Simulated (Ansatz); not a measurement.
# BSiHO (singlet): the correlation ladder, cc-pVDZ

How much of the correlation energy of BSiHO (singlet) does each wave-function method recover here?

The runs use Ansatz 0.2.0, Gaussian basis; cc-pVDZ, core rule «outside noble gas», up to 7 orbitals frozen.

Plan: UHF; CCSD(T) on RHF; CCSD(T) on UHF; BCCD(T) on RHF; CISD; CCSDT(Q) on RHF; CCSDT(Q) on UHF; CCSDTQ on RHF.

4 further runs of the same task are left out: 4 set aside as unsound or not needed.

## 1. What is computed

The geometry is a PBE0/def2-TZVP stationary point (not a proven minimum).

4 atoms, charge 0, spin multiplicity 1.

Atoms are counted from 1 here; the program's logs count them from 0.

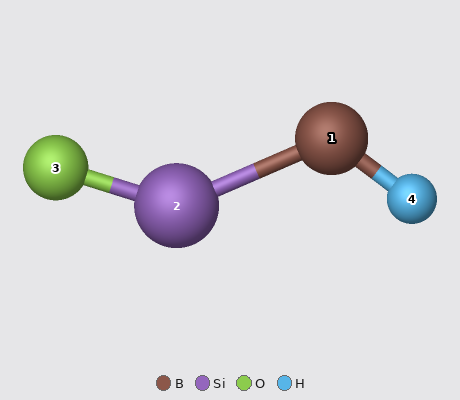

The geometry (boron brown, silicon purple, oxygen green, hydrogen blue); atoms are numbered from 1 in the order of the file.

## 2. UHF

Contents of in.yaml:

```yaml
crystal:
  periodic: [false, false, false]
  atoms:
    - {symbol: B, position_ang: [0.000000, -0.409239, 1.889811]}
    - {symbol: Si, position_ang: [0.000000, 0.287819, -0.012810]}
    - {symbol: O, position_ang: [0.000000, -0.252059, -1.431271]}
    - {symbol: H, position_ang: [0.000000, 0.370590, 2.806241]}
basis:
  gaussian: {orbitals: cc-pVDZ}
magnetization: {spin_polarized: true, initial_magnetization: 0}
hamiltonian: {xc: hf}
output: {orbitals: {seedname: orbitals}}
```

The run is started by

```console
ansatz run in.yaml --threads 1 --pin off --events-out ev --progress --plain --max-ram 4096MiB --backend cpu
```

Further steps of the session: CCSD(T) on RHF; CCSD(T) on UHF; BCCD(T) on RHF; CISD; CCSDT(Q) on RHF; CCSDT(Q) on UHF; CCSDTQ on RHF.

**Question.** What will the summary of the whole plan be? Wanted: RCCSDTQ below the RHF energy; RMP2 from RCCSDTQ; UMP2 from RCCSDTQ; RCCSD from RCCSDTQ; RCCSD(T) from RCCSDTQ; UCCSD(T) from RCCSDTQ; RCCSDT(Q) from RCCSDTQ; UCCSDT(Q) from RCCSDTQ; T1 diagnostic.

As calculated:

```
                         quantity                 value
     RCCSDTQ below the RHF energy           -10.9205 eV
                RMP2 from RCCSDTQ           +1289.6 meV
                UMP2 from RCCSDTQ           +1589.1 meV
               RCCSD from RCCSDTQ            +604.5 meV
            RCCSD(T) from RCCSDTQ            +108.3 meV
            UCCSD(T) from RCCSDTQ            +180.9 meV
           RCCSDT(Q) from RCCSDTQ             -14.5 meV
           UCCSDT(Q) from RCCSDTQ             -21.2 meV
levels within 1 kcal/mol (43 meV)  RCCSDT(Q), UCCSDT(Q)
                    T1 diagnostic                 0.032
```

What this shows: RCCSD(T) lands +108.3 meV from the yardstick (1.0 % of the correlation energy). CCSD(T) misses by +108.3 meV on the restricted determinant and by +180.9 meV on the unrestricted one; the two need not hold the same state or core. These misses are within one basis, not against nature.
